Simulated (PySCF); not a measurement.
Input

```
{"job": {"kind": "nmr", "xc": "PBE0", "basis": "pcSseg-1"}, "charge": 0, "multiplicity": 1}
N      2.626584     2.677794     0.539792
C      2.417889     1.587094     0.242412
C      2.121489     0.283221    -0.081346
N      2.364842    -0.728095    -0.802204
C      1.279336    -0.891841     0.186927
C     -0.156150    -0.930339    -0.260568
C     -0.638004     0.197177    -1.191259
C     -1.828864     0.447803    -0.253933
C     -1.192212    -0.481242     0.790846
H      1.511936    -1.500431     1.057212
H     -0.376414    -1.922411    -0.662015
H      0.054334     1.039351    -1.230910
H     -0.877876    -0.100535    -2.209311
H     -1.975484     1.479423     0.057713
H     -2.766171     0.061798    -0.648064
H     -1.833013    -1.265387     1.186910
H     -0.739219     0.058647     1.620843
```

Run with:

```sh
OMP_NUM_THREADS=1 python probes_run.py task.json out
```

Geometry: GFN2-xTB.

Theory: PySCF 2.14.0, PBE0/pcSseg-1, SCF density, gas phase, non-relativistic.

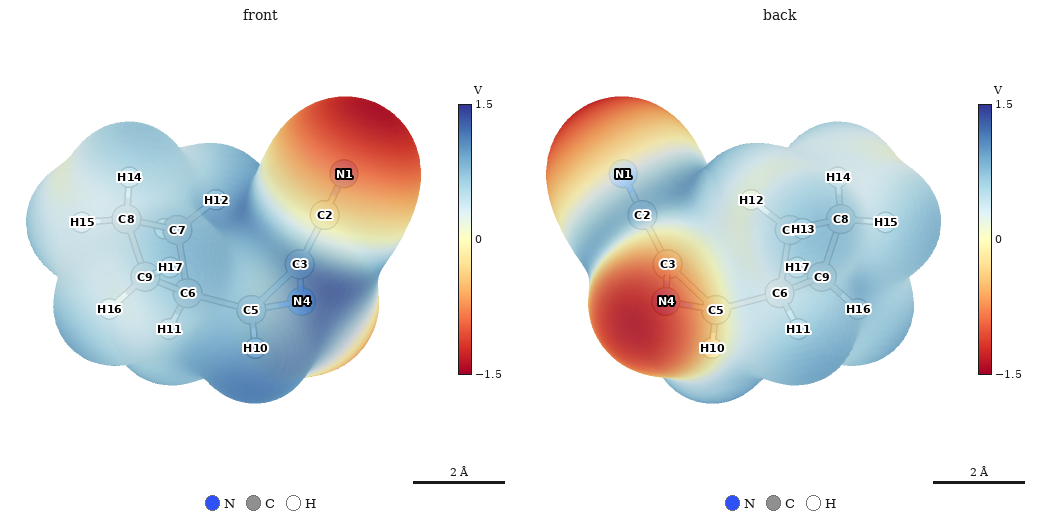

C₇H₈N₂. The electrostatic potential painted on the density surface at 0.002 e/bohr³, seen from the front and from behind; the colour scale runs from red (negative) to blue (positive).

> Where is the surface potential most negative and most positive?

The most negative region (about −1.4 V) lies over N1, the most positive (about +1.2 V) over C2, C3 and H10. N1 is the likeliest acceptor of a hydrogen bond.

> What dipole moment does the calculation give?

Its dipole moment is 3.15 D.
